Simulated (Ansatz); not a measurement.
## Electronic structure of FHN2Si2 (SMILES N=[Si](F)N=[Si]) in real space

Input

```
crystal:
  periodic: [false, false, false]
  atoms:
    - {symbol: F, position_ang: [0.019219, -0.212040, -0.490332]}
    - {symbol: "N", position_ang: [-1.867481, 1.460269, 0.532869]}
    - {symbol: N, position_ang: [-1.799277, -1.546717, 0.893037]}
    - {symbol: Si, position_ang: [-1.320698, -0.022215, 0.370859]}
    - {symbol: Si, position_ang: [-2.273495, -2.964423, 1.397938]}
    - {symbol: H, position_ang: [-2.708215, 1.648103, 1.064185]}
basis:
  gaussian: {orbitals: def2-TZVPD}
total_charge: 0
hamiltonian: {xc: {name: PBE0}}
output: {forces: true, orbitals: {seedname: orbitals}}
```

Launched as:

```sh
ansatz run input.yaml --threads 2 --pin off --max-ram 4350MiB --events-out events.jsonl --progress --plain --runs-dir runs
```

Geometry: B3LYP-D3(BJ)/6-311G**.

These are results of isolated molecule in a Gaussian basis; Kohn-Sham density functional theory, functional PBE0 (Ansatz 0.2.0), not measurements.

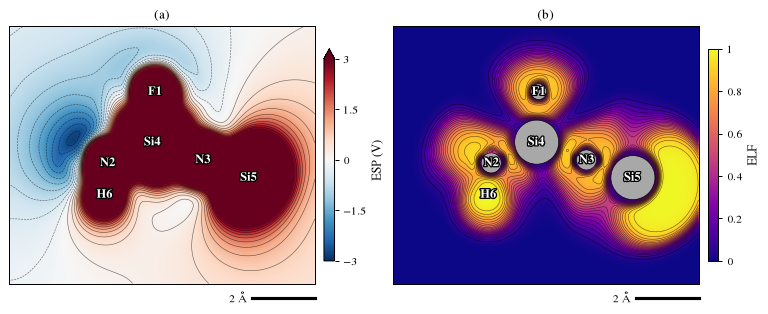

Figure 1. (a) molecular electrostatic potential; (b) electron localisation function on the molecular plane. Grey discs cover the atomic cores in the ELF map.

Interpret the plot.

- Atoms in the plane: F, N, Si and H.
- Si–N (1.58 Å): the ELF peaks at about 0.85 between the atoms: a polar covalent bond.
- Si–F (1.60 Å): the ELF peaks at about 0.85 in the valence shell of F, 0.6 Å from its nucleus, and is about 0.50 at the midpoint.
- N–H (1.01 Å): the ELF climbs to about 1 towards the hydrogen, as it does in any bond to H (an ordinary covalent bond to hydrogen).
- Si–N (1.68 Å): the ELF peaks at about 0.90 between the atoms (a polar covalent bond).
- The ELF also peaks beside Si5, N2 and F1, away from the bonds: lone-pair regions.
- Outside the dense part of the molecule the potential is most negative (−2.8 V) near N2.

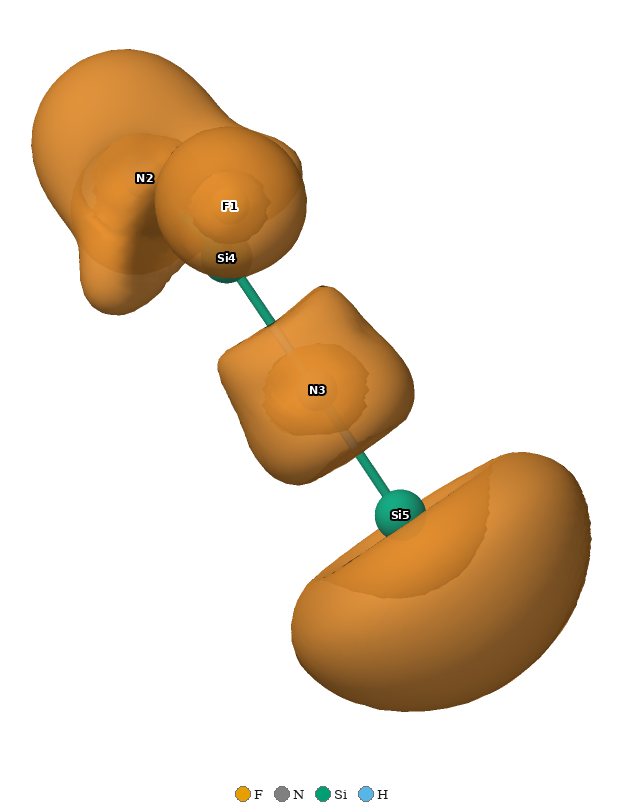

Figure 2. Isosurface of the ELF at 0.75 (orange), seen at an oblique angle. Only the valence region is drawn (cores and ρ < 0.01 e/Å³ removed).

Where are the electrons localised?

The ELF exceeds this value in one region on N in which the atom's valence shell and bonds are merged, one lobe on Si, pointing away from the bonds (lone pairs), one region wrapped around F (its lone pairs, merged into a ring or cap) and one joined region spread over several atoms (H, N, Si), in which their bonds and any lone pairs are merged.

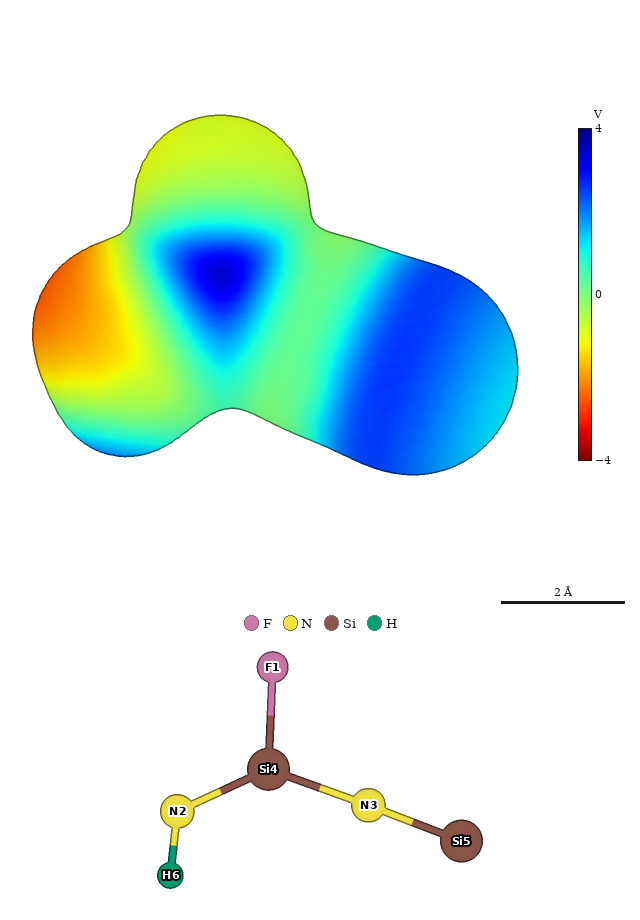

Figure 3. The molecular electrostatic potential painted on the density surface at 0.004 e/bohr³, seen across its widest extent; red is negative and blue positive. The bare structure is drawn below in the same view.

Which sites attract a positive test charge, and which a negative one?

A positive charge is drawn to the negative regions and a negative charge to the positive ones. The most negative region (about −2.5 V, or −58 kcal/mol for a unit charge) lies over N2, the most positive (about +3.3 V, or +76 kcal/mol for a unit charge) over Si4. N2 is the likeliest acceptor of a hydrogen bond.

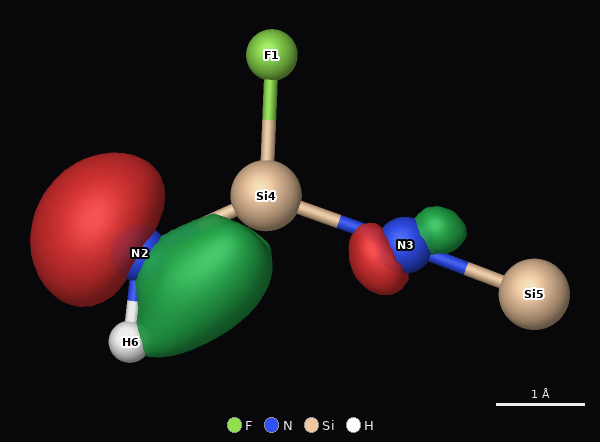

Figure 4. The HOMO−1 at ±0.2 Å⁻³ᐟ² (green and red are the two phases), seen across its widest extent.

Where does this orbital lie, and at what energy?

It lies mainly on N2 (about 70 %), Si4 (about 15 %) and N3 (about 5 %); it is symmetric in the molecular plane (an in-plane orbital: σ, lone-pair or in-plane π type); largely a lone pair of N2. Its energy is −7.46 eV.
